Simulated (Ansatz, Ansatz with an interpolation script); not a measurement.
**BiOCl (P4/nmm): quasiparticle bands by Wannier interpolation**

Wanted: quasiparticle gap and band widths of BiOCl (P4/nmm) over the whole zone.

Method: LDA, Wannier functions and G0W0, plane waves, PAW, in Ansatz 0.2.0.

**The experiments to reproduce.**

- Gap 3.36 eV: optical gap from Kubelka-Munk/Tauc analysis; UV-vis diffuse reflectance; powder (solvothermal hierarchical microspheres made without additive) (“Hydrothermal Crystallization of Bismuth Oxychlorides (BiOCl) Using Different Shape Control Reagents”, 2021, pmc:8123882).

- Gap 3.44 eV: optical gap from Tauc plot; UV-vis diffuse reflectance; powder (hydrothermal powder) (“Synergistic Piezo-Photocatalysis of BiOCl/NaNbO3 Heterojunction Piezoelectric Composite for High-Efficient Organic Pollutant Degradation”, 2022, pmc:8839476).

## Step 1: Set-up

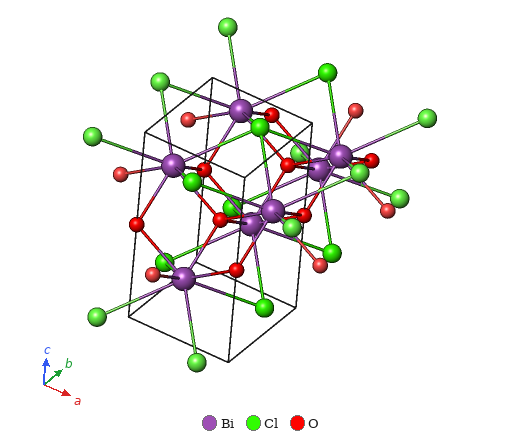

Start, viewed from a free direction; bismuth purple, chlorine green, oxygen red. 1×2×1 cells are drawn. Some periodic images of atoms are drawn too.

The cell and positions come from the Crystallography Open Database and are kept as given unless a step says otherwise. Spin-orbit coupling is left out unless a step names it.

## Step 2: LDA bands

Levels along a band path, at the cheap level, show where the edges lie and whether the meshes to come will hold them.

This step: DFT, LDA, plane waves, PAW; PAW set soft_1.

File input.yaml:

```yaml
crystal:
  lattice:
    - [3.88551, 0.0, 0.0]
    - [0.0, 3.88551, 0.0]
    - [0.0, 0.0, 7.3489]
  atoms:
    - { symbol: Bi, position: [0.5, 0.0, 0.32904] }
    - { symbol: Bi, position: [0.0, 0.5, 0.67096] }
    - { symbol: Cl, position: [0.0, 0.5, 0.1472] }
    - { symbol: Cl, position: [0.5, 0.0, 0.8528] }
    - { symbol: O, position: [0.0, 0.0, 0.5] }
    - { symbol: O, position: [0.5, 0.5, 0.5] }
kpoints:
  mp_grid: { grid: [4, 4, 2] }
  band_path:
    path:
      - [[0.0, 0.0, 0.0], [0.0, 0.5, 0.0], [0.5, 0.5, 0.0], [0.0, 0.0, 0.0], [0.0, 0.0, 0.5], [0.0, 0.5, 0.5], [0.5, 0.5, 0.5], [0.0, 0.0, 0.5]]
      - [[0.0, 0.5, 0.0], [0.0, 0.5, 0.5]]
      - [[0.5, 0.5, 0.0], [0.5, 0.5, 0.5]]
    npoints: 10
hamiltonian:
  xc: lda
  pseudopotentials: { kind: paw, azcp: { folder: soft_1 }, xc_functional: pbe }
scf:
  occupations: { method: fermi_dirac, width: 0.02 }
  n_extra_bands: 59
output:
  eigenvalues: true
  fatbands: true
  write_density: true
  write_potential: true
  elf: true
  volumetric_format: npy
```

Started as:

```console
$ ansatz run input.yaml --threads 3 --pin off --max-ram 92160MiB --backend cuda --events-out ev --progress --plain --runs-dir out --devices 1 --max-vram 13GiB
```

Numbers of over 12 decimals in the logs are rounded to 6 here.

What it wrote:

```text
scf.n_extra_bands = 59 over 28 filled bands (N_el = 56.0): the run solves 87 bands
GPUs: using 1 of 1 available (devices: 1).
Engine: ansatz 0.2.0, x86_64-unknown-linux-gnu
Pseudopotentials: kind: paw
Pseudopotential: Bi, paw, valence charge 15, recommended cutoff 420 eV (normal), soft_1/Bi.paw.azcp
Pseudopotential: Cl, paw, valence charge 7, recommended cutoff 420 eV (normal), soft_1/Cl.paw.azcp
Pseudopotential: O, paw, valence charge 6, recommended cutoff 420 eV (normal), soft_1/O.paw.azcp
Functional definition: SPW92
  exchange = slater_x
  correlation = pw_c
device memory: the entry about to start is reckoned to put 3.3 GiB on a device that reports 37.7 GiB free (of which the cap on the GPU budget leaves the run 13.0 GiB)
GPU FFT provider: cuFFT
GPU libraries: cuBLAS 13.8.2, cuFFT 12.4.0, cuSOLVER 12.3.4
Crystal: 6 atoms, lattice volume = 110.948 Å³
Basis set: ecut = 420 eV, 2177 PW (Γ)
Bands: 87, of which v1, the nominal top of the filled ones, is band 28 counted from 1 (27 counted from 0)
Symmetry: 16 space group operations
Space group: P4/nmm (ITA 129), of the structure as read, at distance tolerance 4.8e-5 Å
k-points: 12 of 32
Non-local potential: Bi, projectors of the file, l = 0: 2, l = 1: 2, l = 2: 2, l = 3: 1
Non-local potential: Cl, projectors of the file, l = 0: 2, l = 1: 2, l = 2: 1
Non-local potential: O, projectors of the file, l = 0: 2, l = 1: 2, l = 2: 1
PAW form: soft (Blöchl's): semilocal exchange-correlation on the pseudo side does not see the compensation charge
PAW frozen core: Bi, regenerated for the run's functional, and the local potential with it (the file was generated under x = pbe(κ = 0.804, μ = 0.219515), c = pbe(β = 0.066725))
PAW frozen core: Cl, regenerated for the run's functional, and the local potential with it (the file was generated under x = pbe(κ = 0.804, μ = 0.219515), c = pbe(β = 0.066725))
PAW frozen core: O, regenerated for the run's functional, and the local potential with it (the file was generated under x = pbe(κ = 0.804, μ = 0.219515), c = pbe(β = 0.066725))
PAW one-centre angular grid: Bi, 590 points (default); XC on 64 Gauss nodes
PAW one-centre angular grid: Cl, 110 points (default); XC on 64 Gauss nodes
PAW one-centre angular grid: O, 110 points (default); XC on 64 Gauss nodes
Initial density: superposition of atomic densities (chi_scale 0.1, normalization cell, long waves kept (reshape's long-wave potential 0.06 eV rms))
Initial wavefunctions: pseudopotential atomic-orbital guess
GPU buffer pool allocated for 36450 grid points (all kernels)
GPU transforms: local potential and band sums: pruned to the plane-wave sphere, on 25×25×50
Functional: x = slater, c = lda
SCF iter   1: F=—  HF=-27377.474526 eV  |F-HF|=—  |Δ(HF+E_count)|=         —  Δρ=3.61e-2  dr2=1.45e0  ethr=3.10e-3  ⟨swp⟩=5.7  Hψ=4989  notcnv=0  defer=283
preconditioner: auto → Resta (q_TF=auto, 2.434 Å⁻¹)  ε∞=1.7  [insulator: Δε(μ)=2.382 eV  Ē_g=31.656 eV  σ=0.020 eV  W_gap=1.00  n_scr=28 (ndim 8)  ℏωp=26.4 eV  f_vac=0.004  D(μ)=0.00/eV (n_scr^D=0)  ε∞_Penn≈1.7]
SCF iter   2: F=—  HF=-27377.187727 eV  |F-HF|=—  |Δ(HF+E_count)|=   2.87e-1  Δρ=1.77e-2  dr2=3.96e-1  ethr=2.58e-3  ⟨swp⟩=2.0  Hψ=1284  notcnv=0  defer=589
SCF iter   3: F=—  HF=-27377.147967 eV  |F-HF|=—  |Δ(HF+E_count)|=   3.98e-2  Δρ=4.10e-3  dr2=2.56e-2  ethr=7.08e-4  ⟨swp⟩=2.6  Hψ=657  notcnv=0  defer=631
SCF iter   4: F=—  HF=-27377.143814 eV  |F-HF|=—  |Δ(HF+E_count)|=   4.15e-3  Δρ=6.16e-4  dr2=8.83e-4  ethr=4.57e-5  ⟨swp⟩=2.0  Hψ=1285  notcnv=0  defer=633
SCF iter   5: F=—  HF=-27377.143626 eV  |F-HF|=—  |Δ(HF+E_count)|=   1.88e-4  Δρ=2.27e-4  dr2=6.03e-5  ethr=1.58e-6  ⟨swp⟩=2.0  Hψ=741  notcnv=0  defer=633
SCF iter   6: F=—  HF=-27377.143650 eV  |F-HF|=—  |Δ(HF+E_count)|=   2.37e-5  Δρ=4.66e-5  dr2=2.20e-6  ethr=1.08e-7  ⟨swp⟩=3.0  Hψ=760  notcnv=0  defer=633
SCF iter   7: F=-27377.143650 eV  HF=-27377.143650 eV  |F-HF|=3.38e-8  |Δ(HF+E_count)|=   2.48e-7  Δρ=8.43e-6  dr2=7.96e-8  ethr=1.79e-10  ⟨swp⟩=10.4  Hψ=7144  notcnv=0
SCF 1 converged in 7 iterations: F = -27377.143650 eV  dr2 = 7.96e-8
[...]
device memory: the entry about to start is reckoned to put 2.7 GiB on a device that reports 33.1 GiB free (of which the cap on the GPU budget leaves the run 13.0 GiB)
NSCF: frozen V_eff on 93 k-points
SCF converged after 7 iterations
Free energy (F): -27377.143650 eV
Harris-Foulkes:  -27377.143650 eV  (|F-HF|=3.38e-8)
Internal energy: -27377.143650 eV  (E = F + TS)
E sigma→0 (E₀):  -27377.143650 eV
Fermi energy:    8.832060 eV
--- Per-component energies (eV) ---
  E_band       = -209.886316
  E_kinetic    = 1143.741791
  E_local      = -4312.405774  (includes V_loc(G=0)·N_el)
  E_nonlocal   = 1002.511338
  E_hartree    = 1658.837382
  E_xc         = -658.344300
  E_vxc        = -680.322997  (∫ρ·V_xc dr)
  E_paw        = -22251.158199  (= ΣΔE_a)
  E_vpaw       = -681.075103  (= ΣTr[D̂ρ^β])
  E_aug_tail   = 0.002196  (compensation charges beyond the density's cutoff)
  E_ewald      = -3960.893269
  E_core_change = 0.565185  (= ΣΔE_core)
  E_smearing   = -0.000000  (= −TS)
  E_closure    = -0.000000  (closes the sum)
  Σ components = -27377.143650   (vs F -27377.143650, Δ=0.00e0)
--- Band table (eV; the first three rows and the last of 12) ---
  k-point 0: bands = [... 24 lower, 6.5650, 6.5650, 6.6243, 6.8107, 10.6045, 11.2832, 12.8347, 12.8347, ... 55 higher]
  k-point 1: bands = [... 24 lower, 6.8517, 6.8517, 7.2040, 7.2467, 10.1029, 10.4442, 12.8457, 12.8457, ... 55 higher]
  k-point 2: bands = [... 24 lower, 6.5913, 7.0973, 7.2014, 7.3256, 11.8195, 12.1809, 12.3544, 12.5311, ... 55 higher]
  k-point 11: bands = [... 24 lower, 6.2169, 6.2169, 6.9386, 6.9386, 12.0416, 12.0416, 13.5587, 13.5587, ... 55 higher]
```

Elapsed: 9.4 s, on 1 × NVIDIA H100 80GB HBM3 (shared by 6 runs) with 3 threads of AMD EPYC 7R13 (Zen 3), shared host; peak memory 0.98 GiB; 23 s of CPU time.

The column dr2 measures how far the density is from self-consistency, as an energy; F and HF (Harris–Foulkes) agree once it is small.

Numbers from this step:

```
filled bands         : 28
gap                  : 2.497 eV
valence top at       : k = (0.000, 0.400, 0.500)
conduction bottom at : Z
least direct gap     : 2.856 eV
```

The gap is indirect, with the least direct gap 0.36 eV higher.

Electronic bands along the path, in eV, zero at the top of the highest nominally filled band:

```csv
point,band 25,band 26,band 27,band 28,band 29,band 30,band 31,band 32
Γ,-1.04,-1.04,-0.98,-0.79,3.00,3.68,5.23,5.23
X,-0.90,-0.90,-0.10,-0.10,4.50,4.50,5.12,5.12
M,-0.70,-0.70,-0.67,-0.67,4.02,4.02,5.72,5.72
Γ,-1.04,-1.04,-0.98,-0.79,3.00,3.68,5.23,5.23
Z,-0.75,-0.75,-0.40,-0.36,2.50,2.84,5.24,5.24
R,-0.70,-0.70,-0.08,-0.08,4.29,4.29,5.20,5.20
A,-1.39,-1.39,-0.67,-0.67,4.44,4.44,5.95,5.95
Z,-0.75,-0.75,-0.40,-0.36,2.50,2.84,5.24,5.24
jump to X,-0.90,-0.90,-0.10,-0.10,4.50,4.50,5.12,5.12
R,-0.70,-0.70,-0.08,-0.08,4.29,4.29,5.20,5.20
jump to M,-0.70,-0.70,-0.67,-0.67,4.02,4.02,5.72,5.72
A,-1.39,-1.39,-0.67,-0.67,4.44,4.44,5.95,5.95
```

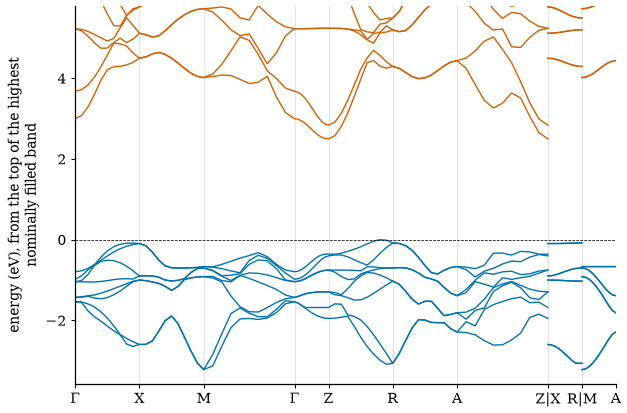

Electronic bands along the path; lines of filled and empty bands in two colours.

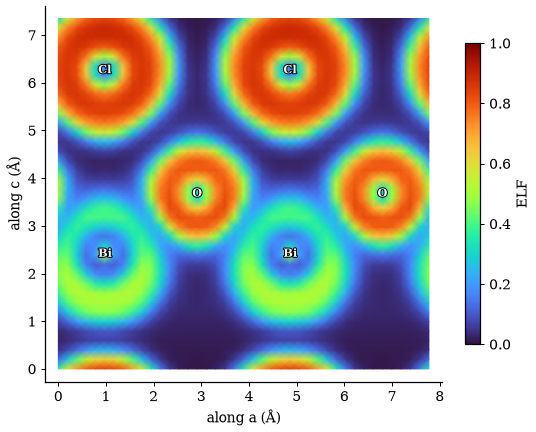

ELF in the ac plane at fractional y = 0.000, with atoms of Bi and Cl and O within 0.2 Å of it. It is the smooth field of the valence electrons, not physical close to the nuclei. The map starts off the cell's origin, so that atoms lie inside it.

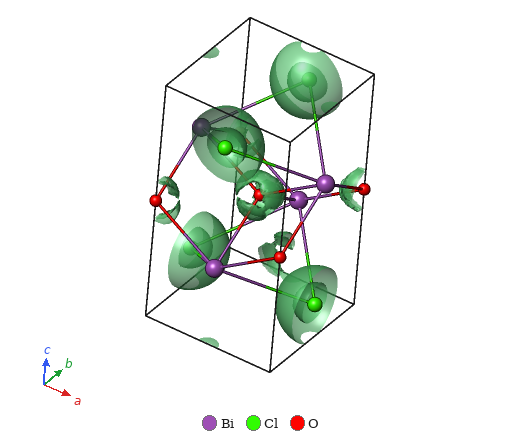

Surface of ELF = 0.81.

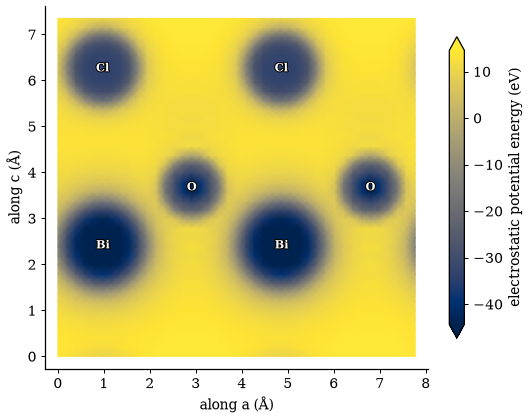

Electrostatic potential energy in the ac plane at fractional y = 0.000, with atoms of Bi and Cl and O within 0.2 Å of it. With pseudopotentials it is smooth inside the atoms' cores, unlike the true potential. The map starts off the cell's origin, so that atoms lie inside it.

## Step 3: Wannier functions (Bi:6p Cl:3p O:2p) on 8×8×4

Localised functions give a small Hamiltonian that interpolates between mesh points at no cost.

This step: maximally localised Wannier functions, LDA, plane waves, PAW; PAW set soft_1.

input.yaml, the sections that differ from step 2:

```yaml
kpoints:
  mp_grid: { grid: [4, 4, 2] }
scf:
  occupations: { method: fixed }
  n_extra_bands: 59
output:
  wannier:
    kmesh: [8, 8, 4]
    projections:
      - { species: Bi, l: p, shell: 6 }
      - { species: Cl, l: p, shell: 3 }
      - { species: O, l: p, shell: 2 }
    minimise: true
    write_hr: true
    seedname: w
    conv_tol: 1.0e-06
    max_iter: 20000
    stability_check: false
    disentanglement:
      window: [2.46, 16.0]
      frozen_window: [2.46, 13.0]
      conv_tol: 1.0e-08
# crystal, hamiltonian: as in step 2
```

What it wrote:

```text
[...]
GPUs: using 1 of 1 available (devices: 1).
[...]
GPU FFT provider: cuFFT
GPU libraries: cuBLAS 13.8.2, cuFFT 12.4.0, cuSOLVER 12.3.4
Crystal: 6 atoms, lattice volume = 110.948 Å³
Basis set: ecut = 420 eV, 2177 PW (Γ)
Bands: 87, of which v1, the nominal top of the filled ones, is band 28 counted from 1 (27 counted from 0)
Symmetry: 16 space group operations
[...]
k-points: 12 of 32
[...]
GPU buffer pool allocated for 36450 grid points (all kernels)
[...]
SCF iter   1: F=—  HF=-27377.474552 eV  |F-HF|=—  |Δ(HF+E_count)|=         —  Δρ=3.61e-2  dr2=1.45e0  ethr=3.10e-3  ⟨swp⟩=4.3  Hψ=3706  notcnv=0  defer=649
[...]
SCF iter   8: F=-27377.143650 eV  HF=-27377.143650 eV  |F-HF|=2.38e-9  |Δ(HF+E_count)|=   8.55e-7  Δρ=4.44e-6  dr2=1.73e-8  ethr=1.79e-10  ⟨swp⟩=12.0  Hψ=7807  notcnv=0
SCF 1 converged in 8 iterations: F = -27377.143650 eV  dr2 = 1.73e-8
[...]
NSCF: frozen V_eff on 12 k-points
the band table was solved once the SCF had ended and its energy, with any forces and stress, was formed, with the checks that follow a solve (3920 applications of the Hamiltonian). They found nothing against the state; the energy, forces and stress were not computed again (output.eigenvalues in the input reference)
[...]
the Wannier pass solved 49 of the 256 points of its mesh, and has the states at the others by symmetry: states obtained by the crystal's operations at points that were solved too leave a residual of 3.89e-13 eV (read by the count's bands and the next), within 6.67e-6 eV
SCF converged after 8 iterations
Free energy (F): -27377.143650 eV
[...]
Internal energy: -27377.143650 eV  (E = F + TS)
E sigma→0 (E₀):  -27377.143650 eV
Fermi energy:    7.525845 eV
[...]
--- Band table (eV; the first three rows and the last of 12) ---
  k-point 0: bands = [... 24 lower, 6.5650, 6.5650, 6.6243, 6.8107, 10.6045, 11.2832, 12.8347, 12.8347, ... 55 higher]
  k-point 1: bands = [... 24 lower, 6.8516, 6.8516, 7.2040, 7.2466, 10.1029, 10.4442, 12.8457, 12.8457, ... 55 higher]
  k-point 2: bands = [... 24 lower, 6.5913, 7.0973, 7.2015, 7.3256, 11.8195, 12.1810, 12.3544, 12.5311, ... 55 higher]
  k-point 11: bands = [... 24 lower, 6.2168, 6.2168, 6.9387, 6.9387, 12.0416, 12.0416, 13.5588, 13.5588, ... 55 higher]
Wannier search: line search 1 of at most 20000: gauge-dependent spread (as the search counts it) 1.4161441 Å², largest recent change 1.3e-1 Å² against conv_tol 1.0e-6 Å², 0 stops escaped
```

It took 11 s on 1 × NVIDIA H100 80GB HBM3 (shared by 6 runs) with 3 threads; peak memory 1.1 GiB; 23 s of CPU time.

Numbers from this step:

- gauge-invariant spread: 30.93 Å²
- diagonal spread: 0.08819 Å²
- off-diagonal spread: 1.213 Å²
- total spread: 32.23 Å²
- least projectability: 0.4783
- localisation steps: 33
- disentanglement steps: 21
- r.m.s. interpolation error: 4.75e-4 eV
- r.m.s. error near the gap: 5.77e-4 eV

Near the gap the model misses directly solved bands by 0.6 meV r.m.s. and by 8 meV at most in the window tested. This tests the starting bands, not the corrections carried with them.

Wannier functions, by row:

```csv
function,x (Å),y (Å),z (Å),spread (Å²),nearest atom,distance (Å)
1,1.943,0,2.227,2.72,Bi1,0.191
2,1.943,0,2.188,2.799,Bi1,0.23
3,1.943,0,2.188,2.799,Bi1,0.23
4,0,1.943,5.122,2.72,Bi2,0.191
5,0,1.943,5.161,2.799,Bi2,0.23
6,0,1.943,5.161,2.799,Bi2,0.23
7,0,1.943,1.087,1.41,Cl3,0.005
8,0,1.943,1.077,1.375,Cl3,0.005
9,0,1.943,1.077,1.375,Cl3,0.005
10,1.943,0,6.262,1.41,Cl4,0.005
11,1.943,0,6.272,1.375,Cl4,0.005
12,1.943,0,6.272,1.375,Cl4,0.005
13,0,0,3.674,1.138,O5,0
14,0,0,3.605,1.251,O5,0.069
15,0,0,3.744,1.251,O5,0.069
16,1.943,1.943,3.674,1.138,O6,0
17,1.943,1.943,3.744,1.251,O6,0.069
18,1.943,1.943,3.605,1.251,O6,0.069
```

Frozen up to 5.40 eV; above it the model need not follow the bands. The electronic bands at the labelled points (eV, zero at the valence-band top):

(Unchanged from step 2.)

The same for Kohn-Sham, solved directly:

(Unchanged from step 2.)

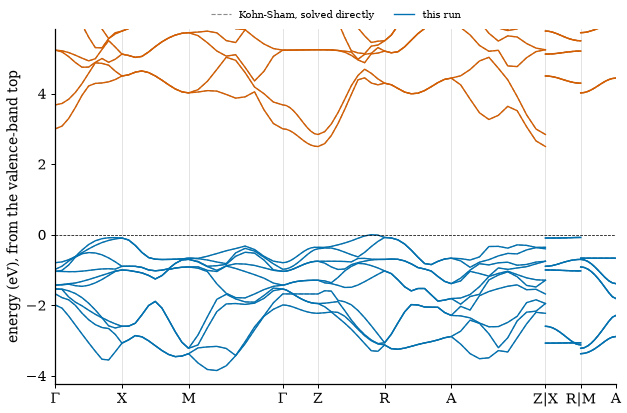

Electronic bands along the path; lines of filled and empty bands in two colours; dashed: Kohn-Sham, solved directly.

(Continued in part 2 of 2.)

[Paths, hosts, dates, memory and timing lines, banners, echoed tables and standing remarks are left out of the program output.]

[Logs are printed without paths, hosts, clocks, repeated set-up lines and the standing remarks that a program may print on its own settings, such as how far it seeks lower states.]

[Runs of the session that timed out or met a known fault of the program may be left out.]

[Hosts, paths, dates, database ids (printed as entryN), source tags and the programs' standing remarks are cut or masked in the printed files.]
